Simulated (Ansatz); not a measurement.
## Si$_{2}$NH$_{9}$O$_{2}$: molecular dynamics (part 5 of 5)

The same run, continued: Si$_{2}$NH$_{9}$O$_{2}$; UKS PBE/def2-SVP (Ansatz 0.2.0). It belongs to a series of runs on one base structure; here: dynamics from the highest image of the converged band.

Geometry of the input (Å):
```
Si -1.1826  -0.5907  -0.3921
O  -0.8673  -1.5369  1.2544
H  -0.9361  -1.6046  -1.4655
H  -2.6848  -0.6640  -0.1291
N  -1.1388  1.1307  -0.6094
H  0.1810  -1.1971  1.0537
O  0.7663  -0.5869  0.0262
Si 2.0633  0.4673  0.0060
H  -1.2843  -1.0999  2.0221
H  -2.0193  1.6306  -0.7451
H  -0.3359  1.6373  -0.9897
H  1.9930  1.3451  -1.2201
H  2.0877  1.3684  1.2182
H  3.3578  -0.2993  -0.0297
```

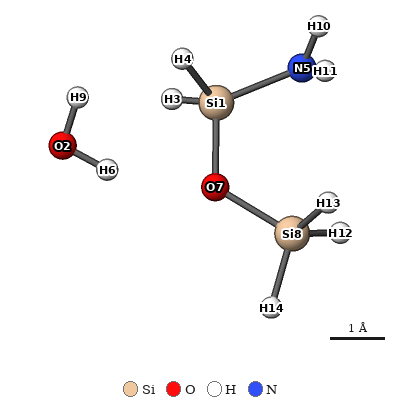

Fig. 1: The geometry at step 174 of the log (ball-and-stick view, seen at a tilt; atoms are numbered from 1 in the order of the input).

Trajectory as extended XYZ, continued:
```
14
Properties=species:S:1:pos:R:3:forces:R:3 step=147 time_fs=73.5 energy=-21463.97732 temperature=575.2
Si   -0.9449   -0.2826   -0.4882   -0.1242  -0.1388   0.5414
O    -0.9549   -2.3543    1.8219    1.5357   0.8344   0.3512
H    -1.3735   -1.3491   -1.4950    0.3810   0.2826   0.2913
H    -1.9460   -0.1870    0.6417    0.1952  -0.2195  -0.0725
N    -1.0441    1.3918   -0.9816   -0.5178   0.6043  -0.5924
H    -0.0772   -1.8460    1.9778   -1.8062  -0.8914  -0.3848
O     0.6657   -0.5799    0.0456   -1.3355  -0.2685  -0.3231
Si    1.9277    0.4996   -0.0713   -0.2676   1.1084  -0.6166
H    -1.6255   -1.7894    2.2604    0.3005  -0.0364  -0.0852
H    -1.9450    1.8459   -0.7200    0.6519  -0.2966  -0.0370
H    -0.7759    1.7662   -1.9073    0.0740  -0.3208   0.3161
H     2.0376    1.0386   -1.5203    0.0278  -0.1291   0.6378
H     1.7670    1.6413    0.9195    0.1000  -0.1270  -0.2195
H     3.1287   -0.2572    0.2466    0.7852  -0.4015   0.1933
14
Properties=species:S:1:pos:R:3:forces:R:3 step=151 time_fs=75.5 energy=-21463.98874 temperature=582.7
Si   -0.9380   -0.2669   -0.4869   -0.3156   0.0716   0.6846
O    -0.9541   -2.3942    1.8466    0.7452   1.6424   0.7344
H    -1.3953   -1.3092   -1.4762    0.3611   0.0347   0.0741
H    -1.9444   -0.1813    0.6452    0.2756  -0.1726  -0.0725
N    -1.0446    1.4010   -1.0061    0.2689   0.2009  -0.9252
H    -0.0936   -1.8462    1.9671   -1.7587  -0.9926  -0.3222
O     0.6643   -0.5779    0.0465   -1.3817  -0.3483  -0.3408
Si    1.9238    0.5016   -0.0745    0.0387   0.7973  -0.3839
H    -1.6511   -1.7945    2.2566    1.0477  -0.7170  -0.5375
H    -1.9030    1.8757   -0.7141    0.0375   0.0422   0.0930
H    -0.7902    1.7370   -1.9567   -0.0502  -0.3171   0.5786
H     2.0371    1.0168   -1.5215    0.0503  -0.0324   0.5465
H     1.7295    1.6203    0.9316    0.1738  -0.0316  -0.2436
H     3.1315   -0.2729    0.2593    0.5074  -0.1774   0.1144
14
Properties=species:S:1:pos:R:3:forces:R:3 step=155 time_fs=77.5 energy=-21464.07794 temperature=638.9
Si   -0.9314   -0.2511   -0.4847   -0.3566   0.3903   0.7567
O    -0.9518   -2.4306    1.8728   -1.0994  -0.0931   0.1926
H    -1.4035   -1.2682   -1.4550    0.2596  -0.2870  -0.2284
H    -1.9326   -0.1822    0.6462    0.2400  -0.1111   0.0300
N    -1.0444    1.4106   -1.0329    0.7056  -0.5413  -0.4255
H    -0.1693   -1.8797    1.9447    0.8263   0.4380  -0.0864
O     0.6595   -0.5768    0.0466   -1.2563  -0.3565  -0.3385
Si    1.9201    0.5047   -0.0782    0.5190   0.0961   0.1367
H    -1.6411   -1.8239    2.2346    0.3174  -0.3923  -0.2214
H    -1.8591    1.9072   -0.7046   -0.4367   0.3860   0.2087
H    -0.8058    1.6967   -1.9865    0.0131  -0.0095   0.0325
H     2.0386    0.9940   -1.5027    0.0891   0.1458   0.1557
H     1.6985    1.5983    0.9347    0.2172   0.1336  -0.1725
H     3.1529   -0.2948    0.2762   -0.0385   0.2011  -0.0401
14
Properties=species:S:1:pos:R:3:forces:R:3 step=158 time_fs=79.0 energy=-21463.99862 temperature=589.4
Si   -0.9268   -0.2389   -0.4824   -0.3873   0.5485   0.6852
O    -0.9515   -2.4579    1.8929   -1.5570  -1.8869  -0.2826
H    -1.4029   -1.2439   -1.4440    0.1831  -0.4566  -0.3959
H    -1.9176   -0.1858    0.6476    0.1570  -0.0621   0.1467
N    -1.0430    1.4170   -1.0539    0.3883  -0.7162   0.3427
H    -0.2122   -1.8974    1.9248    2.4765   1.4636  -0.1079
O     0.6539   -0.5765    0.0461   -1.0376  -0.3183  -0.3116
Si    1.9177    0.5071   -0.0808    0.7602  -0.4329   0.5735
H    -1.6245   -1.8561    2.2119   -0.8694   0.3898   0.2817
H    -1.8355    1.9394   -0.6928   -0.1578   0.2653   0.0299
H    -0.8174    1.6654   -2.0068    0.0638   0.2298  -0.5028
H     2.0419    0.9802   -1.4839    0.1215   0.2925  -0.2343
H     1.6805    1.5848    0.9325    0.2286   0.2639  -0.0891
H     3.1693   -0.3072    0.2882   -0.3698   0.4194  -0.1357
14
Properties=species:S:1:pos:R:3:forces:R:3 step=162 time_fs=81.0 energy=-21464.04202 temperature=616.1
Si   -0.9212   -0.2221   -0.4784   -0.5751   0.4897   0.3545
O    -0.9536   -2.4976    1.9191    0.7968  -0.4399  -0.2832
H    -1.3960   -1.2265   -1.4424    0.1559  -0.4386  -0.3940
H    -1.8928   -0.1924    0.6546    0.0286   0.0047   0.2778
N    -1.0404    1.4239   -1.0810   -0.1043  -0.4085   0.7132
H    -0.1983   -1.8807    1.8941    0.3334  -0.1530  -0.1756
O     0.6444   -0.5768    0.0448   -0.5918  -0.2198  -0.2326
Si    1.9154    0.5098   -0.0837    0.8158  -0.8573   0.9385
H    -1.6317   -1.8856    2.1911   -1.0751   0.5775   0.3488
H    -1.8069    1.9895   -0.6776    0.4702  -0.1483  -0.3886
H    -0.8312    1.6315   -2.0498   -0.0640   0.2898  -0.3755
H     2.0504    0.9719   -1.4677    0.1420   0.4070  -0.5904
H     1.6643    1.5759    0.9268    0.2237   0.3760  -0.0051
H     3.1784   -0.3094    0.2997   -0.5560   0.5207  -0.1879
14
Properties=species:S:1:pos:R:3:forces:R:3 step=166 time_fs=83.0 energy=-21464.01337 temperature=598.5
Si   -0.9164   -0.2046   -0.4741   -0.9305   0.1847  -0.1391
O    -0.9542   -2.5383    1.9446    1.1900   2.0992  -0.0419
H    -1.3829   -1.2251   -1.4552    0.2022  -0.1666  -0.1504
H    -1.8668   -0.1989    0.6720   -0.0480   0.0664   0.2933
N    -1.0380    1.4296   -1.1064    0.0232  -0.2456   0.0963
H    -0.1692   -1.8679    1.8579   -1.5745  -1.5556   0.0801
O     0.6334   -0.5776    0.0429   -0.0448  -0.0842  -0.1274
Si    1.9142    0.5114   -0.0853    0.5750  -0.7882   0.8158
H    -1.6741   -1.8974    2.1818    0.4455  -0.5438  -0.1500
H    -1.7622    2.0351   -0.6763    0.5275  -0.2263  -0.5052
H    -0.8477    1.6080   -2.1048   -0.2626   0.1698   0.4550
H     2.0642    0.9785   -1.4726    0.1036   0.3408  -0.4753
H     1.6566    1.5810    0.9207    0.2094   0.3618  -0.0116
H     3.1672   -0.2924    0.3042   -0.4161   0.3876  -0.1396
14
Properties=species:S:1:pos:R:3:forces:R:3 step=170 time_fs=85.0 energy=-21464.06234 temperature=629.8
Si   -0.9128   -0.1868   -0.4699   -1.3066  -0.1386  -0.5449
O    -0.9522   -2.5744    1.9700    0.1798   2.1590  -0.0178
H    -1.3621   -1.2299   -1.4737    0.2273   0.1555   0.1437
H    -1.8423   -0.2030    0.7001   -0.0392   0.1158   0.1640
N    -1.0354    1.4345   -1.1314    0.4634  -0.6268  -0.3588
H    -0.1935   -1.9093    1.8242   -1.1682  -1.1697   0.1755
O     0.6223   -0.5786    0.0408    0.5034   0.0736  -0.0306
Si    1.9138    0.5119   -0.0858    0.0717  -0.2915   0.3180
H    -1.7027   -1.9276    2.1680    1.0557  -0.9767  -0.2591
H    -1.6990    2.0735   -0.6929    0.0399   0.1715  -0.1886
H    -0.8736    1.5913   -2.1444   -0.2532   0.1112   0.7009
H     2.0817    0.9979   -1.4946    0.0148   0.1344  -0.0049
H     1.6569    1.5996    0.9139    0.1905   0.2299  -0.1012
H     3.1410   -0.2612    0.3036    0.0206   0.0526   0.0038
14
Properties=species:S:1:pos:R:3:forces:R:3 step=174 time_fs=87.0 energy=-21464.08940 temperature=646.6
Si   -0.9110   -0.1692   -0.4664   -1.5615  -0.3340  -0.7105
O    -0.9499   -2.6059    1.9955   -1.2168  -0.6271   0.2421
H    -1.3329   -1.2292   -1.4869    0.1661   0.3463   0.3143
H    -1.8192   -0.2026    0.7342    0.0155   0.1522  -0.0466
N    -1.0317    1.4377   -1.1573    0.5045  -0.9485   0.1409
H    -0.2559   -1.9901    1.7953    1.2504   0.8486  -0.3536
O     0.6125   -0.5794    0.0385    0.9750   0.2354   0.0510
Si    1.9135    0.5120   -0.0859   -0.4981   0.3139  -0.1851
H    -1.6960   -1.9915    2.1456    0.0376  -0.1954   0.0246
H    -1.6337    2.1182   -0.7168   -0.2344   0.4429   0.1181
H    -0.9086    1.5791   -2.1602   -0.0664   0.1314  -0.0110
H     2.0998    1.0223   -1.5169   -0.0767  -0.0835   0.4357
H     1.6644    1.6269    0.9032    0.1595   0.0528  -0.2001
H     3.1159   -0.2282    0.3034    0.5452  -0.3350   0.1803
14
Properties=species:S:1:pos:R:3:forces:R:3 step=177 time_fs=88.5 energy=-21464.00951 temperature=596.6
Si   -0.9111   -0.1563   -0.4644   -1.6321  -0.3809  -0.6826
O    -0.9498   -2.6300    2.0149   -0.8163  -2.2616   0.4014
H    -1.3067   -1.2205   -1.4895    0.0618   0.3567   0.3161
H    -1.8016   -0.1985    0.7592    0.0447   0.1724  -0.1935
N    -1.0280    1.4385   -1.1764    0.1366  -0.6461   0.8600
H    -0.2786   -2.0355    1.7661    2.0607   1.5485  -0.7131
O     0.6066   -0.5797    0.0369    1.2472   0.3427   0.1113
Si    1.9128    0.5124   -0.0861   -0.6976   0.5846  -0.3763
H    -1.6878   -2.0459    2.1287   -1.1698   0.7511   0.2298
H    -1.5896    2.1617   -0.7327   -0.0089   0.1559   0.0563
H    -0.9371    1.5732   -2.1705    0.0462   0.1237  -0.6185
H     2.1117    1.0390   -1.5238   -0.1236  -0.1989   0.5937
H     1.6741    1.6491    0.8904    0.1232  -0.0596  -0.2334
H     3.1094   -0.2109    0.3072    0.7278  -0.4885   0.2489
14
Properties=species:S:1:pos:R:3:forces:R:3 step=181 time_fs=90.5 energy=-21464.07349 temperature=636.2
Si   -0.9131   -0.1395   -0.4625   -1.5307  -0.3242  -0.5103
O    -0.9507   -2.6662    2.0413    1.1173  -0.2761  -0.3499
H    -1.2703   -1.1976   -1.4829   -0.1313   0.1956   0.1528
H    -1.7768   -0.1873    0.7856    0.0261   0.1903  -0.3030
N    -1.0228    1.4382   -1.2000   -0.2925   0.1809   0.8683
H    -0.2521   -2.0539    1.7078   -0.3174  -0.2776   0.1807
O     0.6013   -0.5793    0.0350    1.4605   0.4545   0.1855
Si    1.9112    0.5135   -0.0868   -0.4310   0.5073  -0.2745
H    -1.7135   -2.0945    2.1130   -0.7163   0.6089   0.0858
H    -1.5297    2.2227   -0.7529    0.3708  -0.4601  -0.1626
H    -0.9735    1.5688   -2.2036    0.0644  -0.0270  -0.3727
H     2.1234    1.0546   -1.5135   -0.1419  -0.2577   0.5157
H     1.6910    1.6765    0.8657    0.0574  -0.1375  -0.1912
H     3.1239   -0.2035    0.3203    0.4647  -0.3772   0.1753
14
Properties=species:S:1:pos:R:3:forces:R:3 step=185 time_fs=92.5 energy=-21463.99123 temperature=584.3
Si   -0.9172   -0.1232   -0.4614   -1.1723  -0.1722  -0.2920
O    -0.9495   -2.7031    2.0670    0.7169   1.7883  -0.9228
H    -1.2391   -1.1675   -1.4708   -0.3414  -0.0889  -0.1224
H    -1.7512   -0.1689    0.8010   -0.0716   0.1893  -0.2738
N    -1.0183    1.4383   -1.2214   -0.3260   0.5752  -0.0687
H    -0.2331   -2.0789    1.6555   -1.6588  -1.2302   0.9248
O     0.5996   -0.5778    0.0336    1.4567   0.5440   0.2172
Si    1.9090    0.5153   -0.0878    0.1668   0.0571   0.1508
H    -1.7625   -2.1229    2.1005    1.0338  -0.4863  -0.0866
H    -1.4569    2.2678   -0.7785    0.3627  -0.5713  -0.1237
H    -1.0075    1.5633   -2.2487    0.0727  -0.2246   0.5381
H     2.1298    1.0606   -1.4845   -0.1026  -0.1992   0.1280
H     1.7101    1.6989    0.8339   -0.0195  -0.1181  -0.0570
H     3.1552   -0.2100    0.3398   -0.1174  -0.0630  -0.0120
14
Properties=species:S:1:pos:R:3:forces:R:3 step=189 time_fs=94.5 energy=-21463.99598 temperature=586.9
Si   -0.9229   -0.1071   -0.4606   -0.6333  -0.0560  -0.1892
O    -0.9467   -2.7362    2.0907   -0.3161   1.3769  -0.6315
H    -1.2207   -1.1407   -1.4632   -0.4965  -0.3121  -0.3255
H    -1.7284   -0.1433    0.8061   -0.2159   0.1641  -0.1287
N    -1.0147    1.4399   -1.2428   -0.1262   0.1754  -0.5325
H    -0.2713   -2.1465    1.6353   -0.8521  -0.6042   0.5836
O     0.6013   -0.5750    0.0326    1.2233   0.6214   0.1866
Si    1.9070    0.5172   -0.0886    0.6468  -0.4396   0.6519
H    -1.7769   -2.1669    2.0855    1.2608  -0.6903  -0.0296
H    -1.3711    2.2930   -0.8080    0.0850  -0.0608   0.1840
H    -1.0386    1.5497   -2.2757    0.1111  -0.2723   0.6972
H     2.1324    1.0593   -1.4510   -0.0214  -0.0635  -0.4162
H     1.7284    1.7170    0.8001   -0.0933  -0.0336   0.1167
H     3.1825   -0.2190    0.3590   -0.5723   0.1947  -0.1671
14
Properties=species:S:1:pos:R:3:forces:R:3 step=192 time_fs=96.0 energy=-21463.99832 temperature=587.9
Si   -0.9278   -0.0951   -0.4603   -0.2322  -0.0991  -0.2531
O    -0.9449   -2.7589    2.1074   -0.9722  -0.4930   0.4291
H    -1.2190   -1.1278   -1.4651   -0.5370  -0.3224  -0.3146
H    -1.7165   -0.1199    0.8065   -0.3103   0.1335  -0.0004
N    -1.0123    1.4414   -1.2597   -0.0234  -0.2119  -0.1299
H    -0.3221   -2.2130    1.6348    0.9144   0.6959  -0.5501
O     0.6046   -0.5720    0.0322    0.9194   0.6542   0.1373
Si    1.9060    0.5182   -0.0887    0.8343  -0.6404   0.8700
H    -1.7576   -2.2162    2.0734    0.1477  -0.1159   0.0502
H    -1.3038    2.3090   -0.8263   -0.0368   0.2788   0.3401
H    -1.0592    1.5328   -2.2794    0.1029  -0.1967   0.1311
H     2.1337    1.0563   -1.4351    0.0322   0.0153  -0.7173
H     1.7399    1.7296    0.7773   -0.1379   0.0260   0.2223
H     3.1897   -0.2216    0.3695   -0.7012   0.2757  -0.2148
14
Properties=species:S:1:pos:R:3:forces:R:3 step=196 time_fs=98.0 energy=-21463.94092 temperature=552.2
Si   -0.9346   -0.0792   -0.4601    0.1400  -0.3498  -0.4477
O    -0.9443   -2.7905    2.1308    0.0299  -1.8367   1.0554
H    -1.2344   -1.1206   -1.4772   -0.4821  -0.1223  -0.0772
H    -1.7110   -0.0844    0.8072   -0.3507   0.0879   0.0945
N    -1.0091    1.4430   -1.2823   -0.0460  -0.0723   0.9150
H    -0.3565   -2.2769    1.6129    1.6819   1.0966  -1.1393
O     0.6107   -0.5665    0.0319    0.3989   0.6300   0.0674
Si    1.9058    0.5189   -0.0878    0.8769  -0.4826   0.7159
H    -1.7338   -2.2821    2.0587   -1.6213   0.8318   0.0185
H    -1.2148    2.3383   -0.8403    0.0353   0.0242   0.1194
H    -1.0836    1.5042   -2.2830    0.0314  -0.0440  -0.7247
H     2.1364    1.0528   -1.4375    0.0418  -0.0122  -0.6993
H     1.7506    1.7472    0.7544   -0.1738   0.0359   0.2726
H     3.1765   -0.2161    0.3766   -0.5621   0.2135  -0.1704
14
Properties=species:S:1:pos:R:3:forces:R:3 step=200 time_fs=100.0 energy=-21464.02309 temperature=603.6
Si   -0.9411   -0.0639   -0.4605    0.2914  -0.6655  -0.5573
O    -0.9437   -2.8257    2.1562    0.9120   0.4875  -0.7706
H    -1.2681   -1.1179   -1.4920   -0.3502   0.1501   0.2420
H    -1.7186   -0.0456    0.8110   -0.2641   0.0421   0.0426
N    -1.0060    1.4444   -1.3026   -0.1029   0.4141   0.8962
H    -0.3365   -2.3060    1.5562   -0.3741  -0.5487   0.6541
O     0.6179   -0.5595    0.0318   -0.1798   0.5310   0.0035
Si    1.9067    0.5189   -0.0859    0.6817   0.1199   0.1202
H    -1.7613   -2.3221    2.0449   -0.4416   0.1584   0.0525
H    -1.1247    2.3676   -0.8504    0.0771  -0.5255  -0.3023
H    -1.1066    1.4738   -2.3101    0.0417   0.0755  -0.3346
H     2.1405    1.0483   -1.4653   -0.0118  -0.1632  -0.2507
H     1.7548    1.7658    0.7415   -0.1785  -0.0491   0.2123
H     3.1427   -0.2029    0.3775   -0.1007  -0.0264  -0.0078
```
